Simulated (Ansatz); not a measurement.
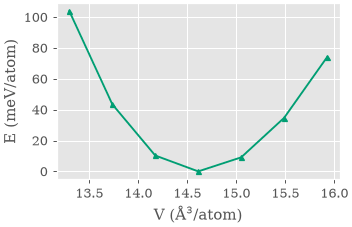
Figure: SnMo3N (anti-perovskite, Pm-3m) under volume change, PBE in the plane-wave PAW code Ansatz, scaled uniformly.

What does a third-order Birch–Murnaghan fit give for V₀, B₀ and B′?

V₀ = 14.61 Å³/atom, B₀ = 236 GPa, B′ = 4.6.

The start of the workflow was typed in or built on a structure type; neither database checked (COD, Materials Project) lists it. Its standing as an ambient phase is unchecked. The cell was relaxed with PBE under the symmetry of its start; whether a distortion lowers the energy is not shown. The workflow began spin-polarised and lost its moments. The volume moved by 16 % from the start of the relaxation. Scalar-relativistic: spin–orbit coupling is off unless named, which matters more the heavier the elements.

Potentials: the earlier of the program's two PAW sets.
